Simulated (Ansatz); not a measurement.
## Electronic structure of C2GeP (charge +1, triplet) in real space

Input file:

```
crystal:
  periodic: [false, false, false]
  atoms:
    - {symbol: C, position_ang: [0.000000, 0.000000, -0.690915]}
    - {symbol: C, position_ang: [0.000000, 0.000000, 0.583730]}
    - {symbol: Ge, position_ang: [0.000000, 0.000000, 2.451964]}
    - {symbol: P, position_ang: [0.000000, 0.000000, -2.344779]}
basis:
  gaussian:
    orbitals: def2-TZVPD
total_charge: 1
magnetization:
  spin_polarized: true
  initial_magnetization: 2
hamiltonian:
  xc: pbe0
output: {forces: true, orbitals: {seedname: orbitals}}
```

Command:

```sh
ansatz run input.yaml --threads 1 --pin off --max-ram 2610MiB --events-out events.jsonl --progress --plain --runs-dir runs
```

Geometry: B3LYP/6-31G*; ⟨S²⟩ = 2.07, above the pure value of 2.00.

Level of theory: Ansatz 0.2.0, isolated molecule in a Gaussian basis; Kohn-Sham density functional theory, functional PBE0.

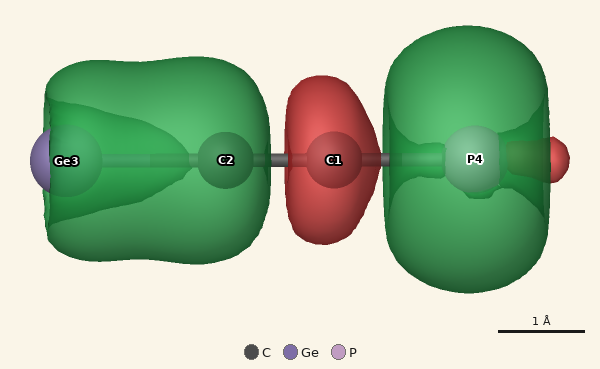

Figure 1. Isosurfaces of the spin density (α minus β) at +0.03 (green) and −0.03 e/Å³ (red), seen from one side.

**Where is the unpaired spin?**

The unpaired spin (2 electrons) lies mostly on P4 (about 1.2), C2 (about 0.5) and Ge3 (about 0.4), in electrons by Hirshfeld's partition, with opposite, polarisation-induced spin on C1.

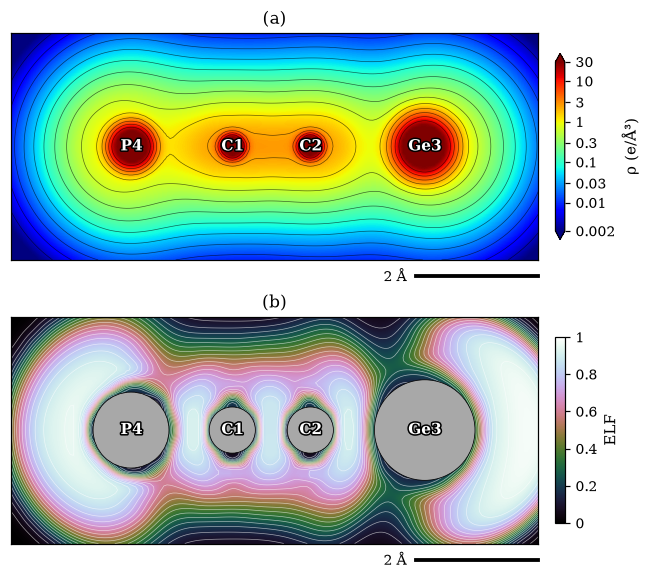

Figure 2. (a) electron density; (b) ELF on a plane that holds the molecular axis. Grey discs cover the atomic cores in the ELF map.

**What does the map show?**

- Atoms in the plane: C, Ge and P.
- C–C (1.27 Å): the density is about 2.6 e/Å³ at the midpoint; the ELF peaks at about 0.85 between the atoms (a short, multiple covalent bond).
- C–P (1.65 Å): ρ is about 1.4 e/Å³ halfway; the ELF peaks at about 0.90 between the atoms: localised, covalent bonding.
- C–Ge (1.87 Å): the density is about 0.95 e/Å³ at the midpoint; the ELF peaks at about 0.90 in the valence shell of C, 0.6 Å from its nucleus, and is about 0.50 at the midpoint.
- The ELF also peaks beside P4, away from the bonds: non-bonding electrons, paired or unpaired.

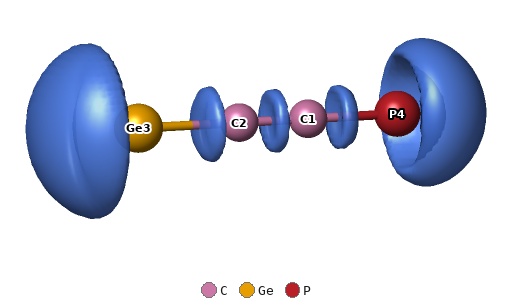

Figure 3. Isosurface of the ELF at 0.85 (blue), seen from one side. Core shells and regions of very low density are left out.

**What do the ELF domains correspond to?**

The surface consists of one region between bonded C–C atoms (shared pairs), one region between bonded C–P atoms (shared pairs), one lobe of the valence shell of C pointing towards Ge (polar bonds), one lobe on Ge, pointing away from the bonds (non-bonding electrons) and one lobe on P, pointing away from the bonds (non-bonding electrons).
